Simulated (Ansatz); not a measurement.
# CHSi (doublet): one geometry, many settings at scale of all distances = 1.130

Aim: run CHSi (doublet) at one geometry under a spread of methods and options, and see what each costs and gives.

Method: the settings change from run to run; program: Ansatz 0.2.0, Gaussian basis.

12 further runs of the same task are left out: 2 for a known fault of the program, 9 that didn't finish, 1 set aside as unsound or not needed.

### 1 The geometry

The geometry derives from a PBE0/def2-TZVP stationary point (not a proven minimum). All distances are scaled together.

3 atoms, charge 0, spin multiplicity 2.

Atoms are counted from 1 here; the program's logs count them from 0.

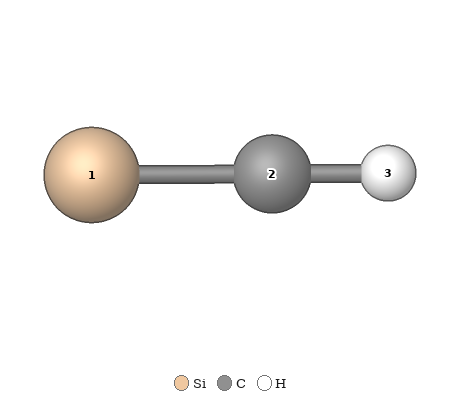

The structure; silicon light orange, carbon grey, hydrogen white; atoms are numbered from 1 in the order of the file.

### 2 MP2 on UHF/STO-3G

Input file in.yaml:

```yaml
crystal:
  periodic: [false, false, false]
  atoms:
    - {symbol: Si, position_ang: [0.000000, 0.000000, 1.674029]}
    - {symbol: C, position_ang: [0.000000, 0.000000, -0.227141]}
    - {symbol: H, position_ang: [0.000000, 0.000000, -1.446889]}
basis:
  gaussian: {orbitals: STO-3G, fitting: {mean_field: def2-universal-jkfit}}
magnetization: {spin_polarized: true, initial_magnetization: 1}
correlation: {method: mp2, electrons: outside_noble_gas}
scf: {lower_state_search: off}
```

Started as:

```
$ ansatz run in.yaml --threads 1 --pin off --events-out ev --progress --plain --max-ram 2393MiB
```

Log:

```text
Functional definition: HF
  name "HF"
  cite "Fock, Z. Phys. 61, 126 (1930) doi:10.1007/BF01340294"
  parent pbe
  exchange = exact_x
  correlation = 0
these checks for a lower state are left out or cut short: stability, starts, cluster_reference, orbital_swaps, neighbouring_geometries, increment
221 factors; integrals over basis functions are off by at most 7.5e-3 eV
mean field evaluation 1: about -8796.7287 eV, gradient 1.2e1 eV
mean field evaluation 2: about -8796.4806 eV, gradient 1.4e1 eV
mean field evaluation 4: about -8798.1451 eV, gradient 2.2e0 eV
mean field evaluation 8: about -8798.1451 eV, gradient 2.2e0 eV
mean field -8799.98110795 eV, -323.3933408755 hartree, gradient 1.7e-6 eV, S^2 1.616168; 0 other end points of the search recorded, 0 dependent functions left out
6 core orbitals not correlated: weight in the atoms' cores, before any rotation towards them, 1.000 or more for the frozen orbitals, at most 0.000 for the correlated occupied ones
reference -8799.98110795 eV, -323.3933408755 hartree; 5, 4 occupied and 4, 5 virtual orbitals, 221 factors
second order -1.26830974 eV of doubles, -0.00000000 eV of singles
Total energy: -8801.24941768 eV, -323.4399503988 hartree
Checks for a lower state left out: stability, starts, cluster_reference, orbital_swaps, neighbouring_geometries, increment
```

Run time: 0.09 s. Hardware: 1 thread of Arm Neoverse V1, shared host.

From the report: ⟨S²⟩ of the determinant 1.616 (pure doublet: 0.75). The determinant is far from a pure spin state, so its energy mixes those of several spin states (harmless only where they are near-degenerate, as at dissociation).

### 3 CISDT/STO-3G

Input file in.yaml:

```yaml
crystal:
  periodic: [false, false, false]
  atoms:
    - {symbol: Si, position_ang: [0.000000, 0.000000, 1.674029]}
    - {symbol: C, position_ang: [0.000000, 0.000000, -0.227141]}
    - {symbol: H, position_ang: [0.000000, 0.000000, -1.446889]}
basis:
  gaussian: {orbitals: STO-3G}
magnetization: {spin_polarized: false, initial_magnetization: 1}
correlation: {active_space: {ras: {orbitals: [4, 1, 4], electrons: 9, max_holes: 3, max_particles: 3}, fixed_orbitals: true}}
output: {forces: true}
```

Launched as before.

Log (excerpt; [...] marks lines left out):

```text
Functional definition: HF
  name "HF"
  cite "Fock, Z. Phys. 61, 126 (1930) doi:10.1007/BF01340294"
  parent pbe
[...]
168 factors; integrals over basis functions are off by at most 2.2e-5 eV
[...]
mean field -8798.04978142 eV, -323.3223659350 hartree, gradient 4.9e-7 eV, S^2 0.750000; 8 other end points of the search recorded, 0 dependent functions left out
reference -8798.04978142 eV, -323.3223659350 hartree; 11, 10 occupied and 4, 5 virtual orbitals, 168 factors
state -8802.28240006 eV, -323.4779118009 hartree
[...]
Total energy: -8802.28240006 eV, -323.4779118009 hartree
Atom 0 at     0.000000     0.000000     1.674029 Å, force     0.000000    -0.000000    -5.666354 eV/Å
Atom 1 at     0.000000     0.000000    -0.227141 Å, force    -0.000000    -0.000000     2.244383 eV/Å
Atom 2 at     0.000000     0.000000    -1.446889 Å, force     0.000000     0.000000     3.421971 eV/Å
Dipole moment:     0.000000     0.000000     0.145520 e Å
```

It took 0.63 s on 1 thread of Arm Neoverse V1, shared host.

From the report: 939 determinants.

### 4 BCCD on UHF/STO-3G

Input file in.yaml:

```yaml
crystal:
  periodic: [false, false, false]
  atoms:
    - {symbol: Si, position_ang: [0.000000, 0.000000, 1.674029]}
    - {symbol: C, position_ang: [0.000000, 0.000000, -0.227141]}
    - {symbol: H, position_ang: [0.000000, 0.000000, -1.446889]}
basis:
  gaussian: {orbitals: STO-3G}
magnetization: {spin_polarized: true, initial_magnetization: 1}
correlation: {method: bccd, electrons: outside_noble_gas}
output: {forces: true}
```

Same command.

Log (excerpt; [...] marks lines left out):

```text
Functional definition: HF
  name "HF"
  cite "Fock, Z. Phys. 61, 126 (1930) doi:10.1007/BF01340294"
  parent pbe
[...]
168 factors; integrals over basis functions are off by at most 2.2e-5 eV
[...]
mean field -8799.97094915 eV, -323.3929675469 hartree, gradient 1.4e-6 eV, S^2 1.616172; 14 other end points of the search recorded, 0 dependent functions left out
determinant -8799.97094915 eV, -323.3929675469 hartree, with singles and doubles -8802.41063364 eV, -323.4826242980 hartree
determinant -8798.88417379 eV, -323.3530292888 hartree, with singles and doubles -8802.25170023 eV, -323.4767836029 hartree
determinant -8797.83378743 eV, -323.3144283021 hartree, with singles and doubles -8799.93628279 eV, -323.3916935815 hartree
determinant -8797.73480501 eV, -323.3107907652 hartree, with singles and doubles -8802.23922885 eV, -323.4763252883 hartree
[...]
6 core orbitals not correlated: weight in the atoms' cores, before any rotation towards them, 1.000 or more for the frozen orbitals, at most 0.000 for the correlated occupied ones
reference -8799.97094915 eV, -323.3929675469 hartree; 5, 4 occupied and 4, 5 virtual orbitals, 168 factors
second order -1.26852731 eV of doubles, -0.00000000 eV of singles
cycle   1  -2.81644802 eV  change   -2.6e-1 eV  update   1.2e-1
[...]
cycle  21  -2.47295918 eV  change   -3.9e-9 eV  update   5.0e-7
WARN: the results are in doubt because among natural orbitals full CI differs from the method by -0.150 eV
[...]
Total energy: -8802.44390833 eV, -323.4838471204 hartree
Atom 0 at     0.000000     0.000000     1.674029 Å, force    -0.000000     0.000000    -5.110417 eV/Å
Atom 1 at     0.000000     0.000000    -0.227141 Å, force    -0.000000    -0.000000     1.944377 eV/Å
Atom 2 at     0.000000     0.000000    -1.446889 Å, force     0.000000     0.000000     3.166040 eV/Å
Dipole moment:     0.000000    -0.000000     0.113703 e Å
In doubt: among natural orbitals full CI differs from the method by -0.150 eV
```

Run time: 1 s. Hardware: 1 thread of Arm Neoverse V1, shared host.

From the report: ⟨S²⟩ of the determinant 1.616 (pure doublet: 0.75); correlation -2.4730 eV; largest double amplitude 0.29. The determinant is far from a pure spin state, so its energy mixes those of several spin states (harmless only where they are near-degenerate, as at dissociation). The program marks this result as in doubt; its last lines say why.

### 5 CASCI(9,5)/6-31G

Input file in.yaml:

```yaml
crystal:
  periodic: [false, false, false]
  atoms:
    - {symbol: Si, position_ang: [0.000000, 0.000000, 1.674029]}
    - {symbol: C, position_ang: [0.000000, 0.000000, -0.227141]}
    - {symbol: H, position_ang: [0.000000, 0.000000, -1.446889]}
basis:
  gaussian: {orbitals: 6-31G, fitting: {mean_field: def2-universal-jkfit}}
magnetization: {spin_polarized: false, initial_magnetization: 1}
correlation: {active_space: {window: {electrons: 9, orbitals: 5}, fixed_orbitals: true, states: [{multiplicity: 2, weights: [1, 1, 1]}]}}
```

Same command.

Log:

```text
Functional definition: HF
  name "HF"
  cite "Fock, Z. Phys. 61, 126 (1930) doi:10.1007/BF01340294"
  parent pbe
  exchange = exact_x
  correlation = 0
221 factors; integrals over basis functions are off by at most 6.1e-2 eV
mean field evaluation 1: about -8901.7227 eV, gradient 1.2e1 eV
mean field evaluation 2: about -8901.8899 eV, gradient 1.1e1 eV
mean field evaluation 4: about -8902.3972 eV, gradient 9.2e-1 eV
mean field evaluation 8: about -8902.4531 eV, gradient 6.9e-4 eV
mean field evaluation 16: about -8902.4238 eV, gradient 1.6e0 eV
mean field evaluation 32: about -8899.3916 eV, gradient 1.6e0 eV
mean field -8902.45313797 eV, -327.1591185209 hartree, gradient 1.0e-6 eV, S^2 0.750000; 7 other end points of the search recorded, 0 dependent functions left out
reference -8902.45313797 eV, -327.1591185209 hartree; 11, 10 occupied and 13, 14 virtual orbitals, 221 factors
state -8902.45313797 eV, -327.1591185209 hartree
state -8901.63567499 eV, -327.1290773104 hartree
state -8897.83686309 eV, -326.9894735481 hartree
Total energy: -8900.64189202 eV, -327.0925564598 hartree
```

It took 0.27 s on 1 thread of Arm Neoverse V1, shared host.

From the report: 1 determinant; active occupations (of the averaged states) 2.00, 2.00, 1.67, 1.67, 1.67.

### 6 NEVPT2(3,3)/6-31G*

Input file in.yaml:

```yaml
crystal:
  periodic: [false, false, false]
  atoms:
    - {symbol: Si, position_ang: [0.000000, 0.000000, 1.674029]}
    - {symbol: C, position_ang: [0.000000, 0.000000, -0.227141]}
    - {symbol: H, position_ang: [0.000000, 0.000000, -1.446889]}
basis:
  gaussian: {orbitals: "6-31G*"}
magnetization: {spin_polarized: false, initial_magnetization: 1}
correlation: {method: sc_nevpt2, electrons: outside_noble_gas, active_space: {window: {electrons: 3, orbitals: 3}}}
```

The command is unchanged.

Log (excerpt; [...] marks lines left out):

```text
Functional definition: HF
  name "HF"
  cite "Fock, Z. Phys. 61, 126 (1930) doi:10.1007/BF01340294"
  parent pbe
[...]
343 factors; integrals over basis functions are off by at most 8.8e-4 eV
[...]
mean field -8903.14502620 eV, -327.1845449445 hartree, gradient 2.0e-6 eV, S^2 0.750000; 9 other end points of the search recorded, 0 dependent functions left out
reference -8903.14502620 eV, -327.1845449445 hartree; 11, 10 occupied and 25, 26 virtual orbitals, 343 factors
state -8904.20366585 eV, -327.2234492340 hartree
state -8904.20366585 eV, -327.2234492340 hartree; corrected -8908.49118854 eV, -327.3810127867 hartree
state -8903.55938237 eV, -327.1997722527 hartree
state -8903.55938237 eV, -327.1997722527 hartree; corrected -8908.38372162 eV, -327.3770634502 hartree
state -8904.20366585 eV, -327.2234492340 hartree; corrected -8908.49118854 eV, -327.3810127867 hartree
Total energy: -8908.49118854 eV, -327.3810127867 hartree
```

Wall time 1.3 s (1 thread of Arm Neoverse V1, shared host).

From the report: 5 determinants; active occupations 1.78, 1.00, 0.22.

### 7 CCSDT(Q)/6-31G

Input file in.yaml:

```yaml
crystal:
  periodic: [false, false, false]
  atoms:
    - {symbol: Si, position_ang: [0.000000, 0.000000, 1.674029]}
    - {symbol: C, position_ang: [0.000000, 0.000000, -0.227141]}
    - {symbol: H, position_ang: [0.000000, 0.000000, -1.446889]}
basis:
  gaussian: {orbitals: 6-31G}
magnetization: {spin_polarized: true, initial_magnetization: 1}
hamiltonian: {xc: {name: PBE}}
correlation: {method: ccsdt_q, electrons: all}
```

The command is unchanged.

Log (excerpt; [...] marks lines left out):

```text
Functional definition: PBE
  name "PBE"
  cite "Perdew, Burke & Ernzerhof, Phys. Rev. Lett. 77, 3865 (1996) doi:10.1103/PhysRevLett.77.3865"
  parent pbe
[...]
499 factors; integrals over basis functions are off by at most 9.0e-8 eV
[...]
mean field -8919.58810575 eV, -327.7888169723 hartree, gradient 9.8e-7 eV, S^2 0.764352; 2 other end points of the search recorded, 0 dependent functions left out
reference -8902.08387664 eV, -327.1455484175 hartree; 11, 10 occupied and 13, 14 virtual orbitals, 499 factors
second order -4.37139771 eV of doubles, -0.34645851 eV of singles
cycle   1  -4.44760156 eV  change    2.6e-1 eV  update   1.1e-1
[...]
cycle  18  -5.09810299 eV  change   -2.8e-7 eV  update   1.4e-6
perturbative correction -0.03914301 eV, -0.0014384789 hartree
Total energy: -8907.22112264 eV, -327.3343387257 hartree
```

Wall time 18 s (1 thread of Arm Neoverse V1, shared host); peak memory 0.51 GiB.

From the report: ⟨S²⟩ of the determinant 0.764 (pure doublet: 0.75); correlation -5.1372 eV; T1 0.015; largest double amplitude 0.21. The orbitals are Kohn-Sham ones, so correlation energy and T1 don't compare with those on Hartree-Fock orbitals.

### 8 CCSDT(Q)/6-31G

in.yaml: that of step 7 with these lines changed.

```diff
@@ -8,4 +8,5 @@
   gaussian: {orbitals: 6-31G}
-magnetization: {spin_polarized: true, initial_magnetization: 1}
+magnetization: {spin_polarized: false, initial_magnetization: 1}
 hamiltonian: {xc: {name: PBE}}
-correlation: {method: ccsdt_q, electrons: all}
+correlation: {method: ccsdt_q, electrons: outside_noble_gas}
+output: {forces: true}
```

Launched as before.

Log (excerpt; [...] marks lines left out):

```text
Functional definition: PBE
  name "PBE"
  cite "Perdew, Burke & Ernzerhof, Phys. Rev. Lett. 77, 3865 (1996) doi:10.1103/PhysRevLett.77.3865"
  parent pbe
[...]
499 factors; integrals over basis functions are off by at most 9.0e-8 eV
[...]
mean field -8919.57180559 eV, -327.7882179526 hartree, gradient 2.5e-6 eV, S^2 0.750000; 2 other end points of the search recorded, 0 dependent functions left out
unrestricted determinant -8903.31804060 eV, -327.1909031063 hartree, S^2 1.4726
6 core orbitals not correlated: weight in the atoms' cores, before any rotation towards them, 1.000 or more for the frozen orbitals, at most 0.000 for the correlated occupied ones
reference -8902.01421597 eV, -327.1429884351 hartree; 5, 4 occupied and 13, 14 virtual orbitals, 499 factors
second order -4.26125191 eV of doubles, -0.27127491 eV of singles
cycle   1  -4.28341712 eV  change    2.4e-1 eV  update   1.2e-1
[...]
cycle  21  -4.95687264 eV  change   -6.8e-8 eV  update   4.3e-7
perturbative correction -0.03974653 eV, -0.0014606581 hartree
[...]
Total energy: -8907.01083515 eV, -327.3266108030 hartree
Atom 0 at     0.000000     0.000000     1.674029 Å, force     0.000000     0.000000    -2.485804 eV/Å
Atom 1 at     0.000000     0.000000    -0.227141 Å, force    -0.000000    -0.000000    -0.472835 eV/Å
Atom 2 at     0.000000     0.000000    -1.446889 Å, force     0.000000     0.000000     2.958639 eV/Å
Dipole moment:     0.000000    -0.000000    -0.081247 e Å
```

Wall time 15 s (1 thread of Arm Neoverse V1, shared host).

From the report: correlation -4.9966 eV; T1 0.030; largest double amplitude 0.22. The orbitals are Kohn-Sham ones, so correlation energy and T1 don't compare with those on Hartree-Fock orbitals.

### 9 BCCD(T) on ROHF/6-31G

in.yaml: that of step 8 with these lines changed.

```diff
@@ -9,4 +9,3 @@
 magnetization: {spin_polarized: false, initial_magnetization: 1}
-hamiltonian: {xc: {name: PBE}}
-correlation: {method: ccsdt_q, electrons: outside_noble_gas}
-output: {forces: true}
+correlation: {method: bccd_t, electrons: outside_noble_gas}
+scf: {omitted_lower_state_checks: [cluster_reference]}
```

The command is unchanged.

Log (excerpt; [...] marks lines left out):

```text
Functional definition: HF
  name "HF"
  cite "Fock, Z. Phys. 61, 126 (1930) doi:10.1007/BF01340294"
  parent pbe
[...]
299 factors; integrals over basis functions are off by at most 2.7e-4 eV
[...]
mean field -8902.45358691 eV, -327.1591350192 hartree, gradient 1.9e-6 eV, S^2 0.750000; 7 other end points of the search recorded, 0 dependent functions left out
6 core orbitals not correlated: weight in the atoms' cores, before any rotation towards them, 1.000 or more for the frozen orbitals, at most 0.000 for the correlated occupied ones
reference -8902.45358691 eV, -327.1591350192 hartree; 5, 4 occupied and 13, 14 virtual orbitals, 299 factors
second order -3.69858595 eV of doubles, -0.02362947 eV of singles
cycle   1  -3.99464168 eV  change   -2.7e-1 eV  update   1.0e-1
[...]
cycle  17  -4.35474002 eV  change    3.4e-6 eV  update   3.5e-6
perturbative correction -0.21756182 eV, -0.0079952496 hartree
Total energy: -8907.02588876 eV, -327.3271640129 hartree
Checks for a lower state left out: cluster_reference
```

Wall time 0.81 s (1 thread of Arm Neoverse V1, shared host).

From the report: correlation -4.5723 eV; largest double amplitude 0.20.

### 10 CCSD(T)/def2-mTZVP

Input file in.yaml:

```yaml
crystal:
  periodic: [false, false, false]
  atoms:
    - {symbol: Si, position_ang: [0.000000, 0.000000, 1.674029]}
    - {symbol: C, position_ang: [0.000000, 0.000000, -0.227141]}
    - {symbol: H, position_ang: [0.000000, 0.000000, -1.446889]}
basis:
  gaussian: {orbitals: def2-mTZVP, point_charges: [{charge: -0.50, position_ang: [3.343, 0.765, -0.808]}]}
magnetization: {spin_polarized: false, initial_magnetization: 1}
hamiltonian: {xc: {name: PBE0}}
correlation: {method: ccsd_t, electrons: valence}
output: {forces: true}
```

Launched as before.

Log (excerpt; [...] marks lines left out):

```text
Functional definition: PBE0
  name "PBE0"
  cite "Adamo & Barone, J. Chem. Phys. 110, 6158 (1999) doi:10.1063/1.478522"
  cite "Perdew, Burke & Ernzerhof, Phys. Rev. Lett. 77, 3865 (1996) doi:10.1103/PhysRevLett.77.3865"
  parent pbe
[...]
391 factors; integrals over basis functions are off by at most 1.2e-3 eV
[...]
mean field -8921.39157176 eV, -327.8550931259 hartree, gradient 1.8e-6 eV, S^2 0.750000; 2 other end points of the search recorded, 0 dependent functions left out
[...]
unrestricted determinant -8904.79667148 eV, -327.2452417890 hartree, S^2 1.4781
6 core orbitals not correlated: weight in the atoms' cores, before any rotation towards them, 1.000 or more for the frozen orbitals, at most 0.000 for the correlated occupied ones
reference -8903.65539156 eV, -327.2033005253 hartree; 5, 4 occupied and 33, 34 virtual orbitals, 391 factors
second order -5.79878765 eV of doubles, -0.21295840 eV of singles
cycle   1  -5.86130632 eV  change    1.4e-1 eV  update   1.1e-1
[...]
cycle  21  -6.29340050 eV  change   -5.3e-9 eV  update   5.2e-8
perturbative correction -0.40050232 eV, -0.0147181888 hartree
[...]
Total energy: -8910.34929438 eV, -327.4492969166 hartree
Atom 0 at     0.000000     0.000000     1.674029 Å, force     0.082747     0.018935    -4.091242 eV/Å
Atom 1 at     0.000000     0.000000    -0.227141 Å, force    -0.160472    -0.036722     0.893213 eV/Å
Atom 2 at     0.000000     0.000000    -1.446889 Å, force     0.093823     0.021470     3.182407 eV/Å
Dipole moment:     0.088249     0.020195    -0.062723 e Å
```

It took 6 s on 1 thread of Arm Neoverse V1, shared host.

From the report: correlation -6.6939 eV; T1 0.023; largest double amplitude 0.17. The orbitals are Kohn-Sham ones, so correlation energy and T1 don't compare with those on Hartree-Fock orbitals.

### 11 All runs side by side

Where basis and cores are those of an earlier FCI/6-31G run (-8907.0909 eV), and the state is the same kind, the miss against it is given. † marks a result that the program doubts.

```csv
level,correlated,functions,energy (eV),from FCI (meV),time
MP2 on UHF/STO-3G,outside noble gas,15,-8801.2494,,0.09 s
CISDT/STO-3G,outside noble gas,15,-8802.2824,,0.63 s
BCCD on UHF/STO-3G †,outside noble gas,15,-8802.4439,,1 s
"CASCI(9,5)/6-31G (mean of several states)",,24,-8900.6419,,0.27 s
"NEVPT2(3,3)/6-31G*",outside noble gas,36,-8908.4912,,1.3 s
CCSDT(Q)/6-31G (on PBE orbitals),all,24,-8907.2211,,18 s
CCSDT(Q)/6-31G (on PBE orbitals),outside noble gas,24,-8907.0108,80.0,15 s
BCCD(T) on ROHF/6-31G,outside noble gas,24,-8907.0259,65.0,0.81 s
"CCSD(T)/def2-mTZVP (beside a point charge, on PBE0 orbitals)",valence,44,-8910.3493,,6 s
```

### 12 Outcome

```
quantity                                   value
    runs                                       9
quickest               MP2 on UHF/STO-3G, 0.09 s
 slowest  CCSDT(Q)/6-31G (on PBE orbitals), 18 s
```

In words: Total energies in different bases, with other cores or another treatment of relativity can't be set against each other. CCSDT(Q)/6-31G (on PBE orbitals) took 200 times as long as MP2 on UHF/STO-3G; the jobs differ in more than the method. Among the correlated runs with a miss given, it spans +65 to +80 meV. Cores frozen from Kohn-Sham orbitals shift the total energy.
